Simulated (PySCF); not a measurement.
**C3H3PS, SMILES `c1cscp1`: what the electrons do**

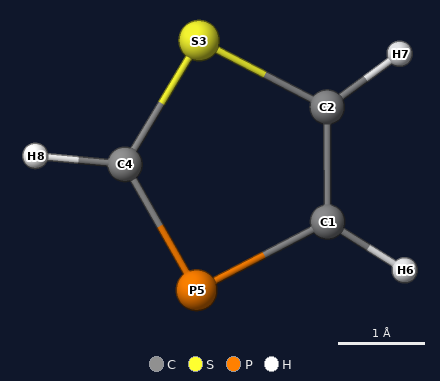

The molecule, with its atoms numbered as below. No frequency check shows the geometry to be a minimum.

Cartesian coordinates (Å):

```
C1       0.6670    1.2499    0.0000
C2      -0.6845    1.2215    0.0000
S3      -1.4255   -0.3239    0.0000
C4       0.0565   -1.1851    0.0000
P5       1.5141   -0.3024    0.0000
H6       1.2106    2.1815    0.0000
H7      -1.3362    2.0770    0.0000
H8      -0.0133   -2.2584    0.0000
```

Part 1: Bonding charge

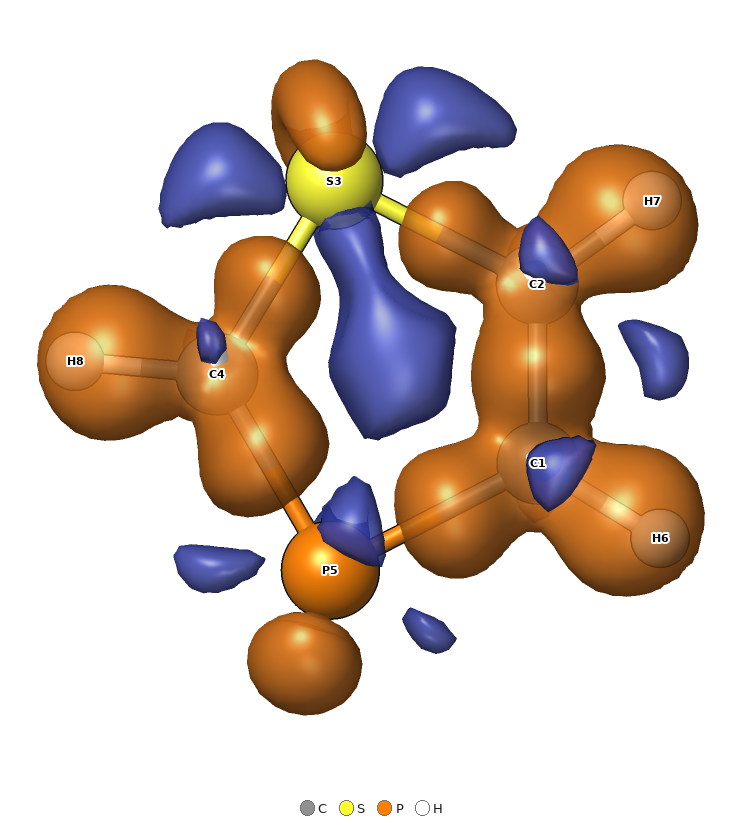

Deformation density (molecule less spherical, spin-averaged free atoms at the same positions), surfaces at ±0.07 e/Å³; orange: gain, blue: loss.

Method: PBE0/def2-SVP; geometry: GFN2-xTB; program: PySCF.

**Describe the bonding that the map shows.**

C2–H7: +0.73 e/Å³ at the bond critical point (bond length 1.07 Å, Mayer order 1.0). C4–H8: +0.72 e/Å³ at the bond critical point (bond length 1.08 Å, Mayer order 1.0). C1–H6: +0.71 e/Å³ at the bond critical point (bond length 1.08 Å, Mayer order 1.0). C1–C2: +0.63 e/Å³ at the bond critical point (bond length 1.35 Å, Mayer order 1.6). C2–S3: +0.33 e/Å³ at the bond critical point (bond length 1.71 Å, Mayer order 1.2). S3–C4: +0.31 e/Å³ at the bond critical point (bond length 1.71 Å, Mayer order 1.2). C1–P5: +0.14 e/Å³ at the bond critical point (bond length 1.77 Å, Mayer order 1.2). C4–P5: +0.13 e/Å³ at the bond critical point (bond length 1.70 Å, Mayer order 1.5). In all, 1.8 electrons gather in the regions of gain relative to the promolecule. A small or negative value marks a very polar bond, one between electron-rich atoms, whose free-atom densities already overlap strongly, a long bond to a heavier atom, or a closed-shell contact such as a hydrogen bond.

Part 2: Bond critical points

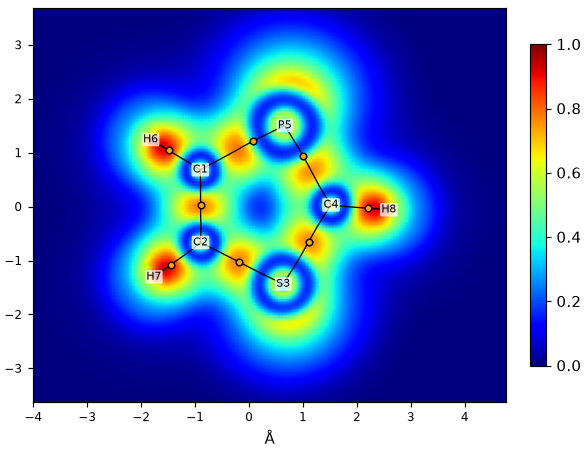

Localised orbital locator (LOL) in the molecular plane, with bond paths and bond critical points (dots).

**Rank the bonds in the plane by LOL at their critical points.**

C2–H7: about 0.90; C4–H8: about 0.90; C1–H6: about 0.90; C1–C2: about 0.78; C2–S3: about 0.78; S3–C4: about 0.76; C1–P5: about 0.39; C4–P5: about 0.36. Values above 0.5 mark slow, localised electrons, as in shared pairs; low values at a critical point mark a polar or closed-shell contact whose critical point lies between the shells.

**Where along C4–H8 does the critical point lie?**

0.70 Å from C4 and 0.38 Å from H8.

Part 3: Electrostatic potential

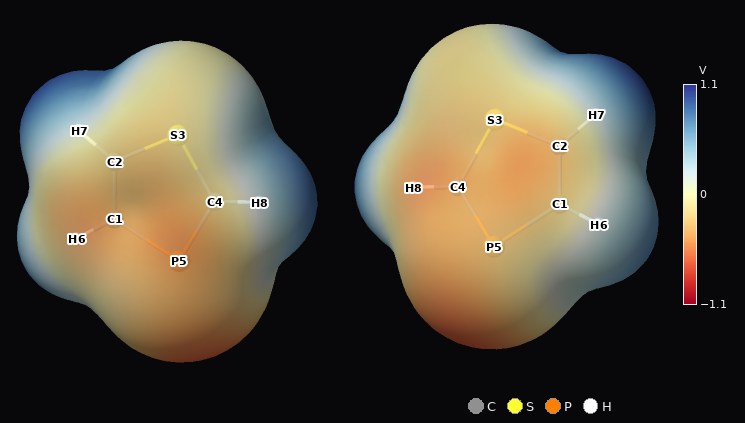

Electrostatic potential on the surface of electron density 0.001 a.u. (back view left, front view right).

**Where are the extremes of the potential on the surface?**

Highest: 1.02 V, 1.3 Å from H7. Further maxima include 0.78 V, 1.3 Å from H6. Lowest: −0.68 V, 2.3 Å from P5. Further minima include −0.51 V, off the molecular plane, over C4 (2.2 Å), and at like points elsewhere; −0.48 V, off the C1–C2 bond (2.1 to 2.2 Å from its atoms), and at like points elsewhere. The surface is sampled at points, so like sites can differ by a few per cent and only the strongest of them is named.

**What volume does the surface enclose, and what is the dipole moment?**

About 120 Å³; the dipole moment is 1.3 D.

Part 4: Localised orbitals

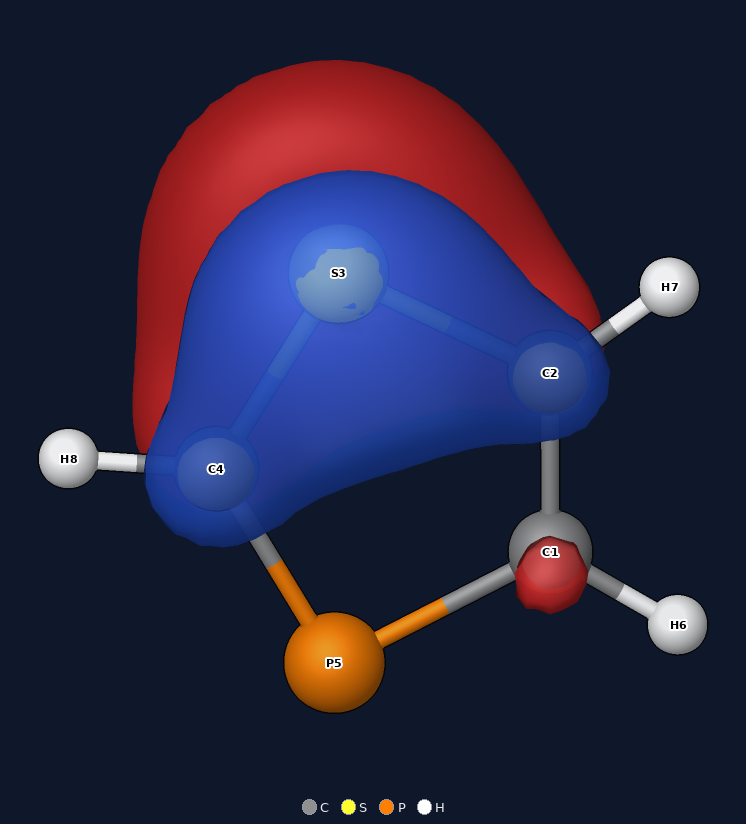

Foster–Boys orbitals, occupied; each surface holds about 85 % of the orbital's density. Energies are diagonal elements of the Fock matrix.

Computed with PySCF, TPSSh/cc-pVTZ, geometry: GFN2-xTB.

**What does this orbital represent?**

P-type lone pair on S3, partly delocalised onto C4 and C2 (S3 81 %, C4 9 %, C2 6 %; −9.0 eV).

**How do all the valence pairs divide up?**

13 pairs: 6 σ bonds, 4 bent bonds, 2 lone pairs and 1 partly delocalised lone pair.

Part 5: The π system

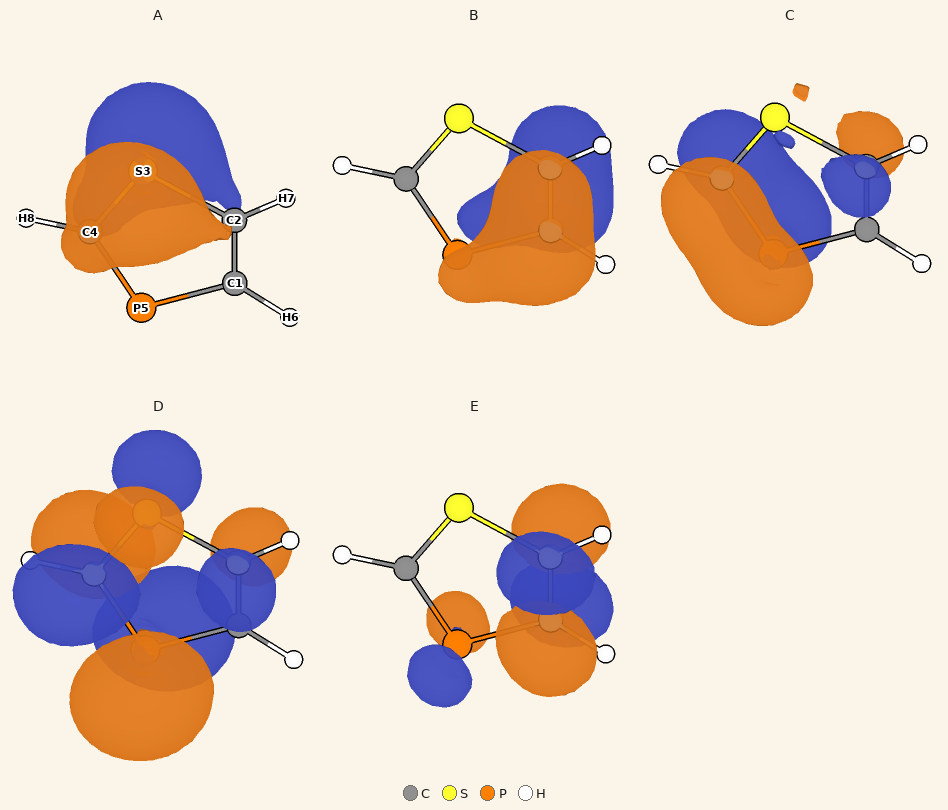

Natural orbitals of the π active space, CASSCF(6,5), triplet state at the geometry of the singlet, in order of falling occupation.

Method: cc-pVDZ basis; geometry: GFN2-xTB; program: PySCF.

**What are the natural occupation numbers?**

A 2.00, B 1.90, C 1.01, D 0.99, E 0.10.

**Where does the lowest triplet lie relative to the singlet, at this geometry and within this active space?**

3.56 eV above it by strongly contracted NEVPT2 (+3.05 eV by CASSCF); a small basis tends to put such gaps a few tenths of an eV too high. This is a vertical energy for π states alone; a state that uses lone pairs or σ orbitals may lie lower.

The PySCF runs shown took 9.8 s, 67 s and 32 s on 1 thread of Arm Neoverse V1, on a shared host.
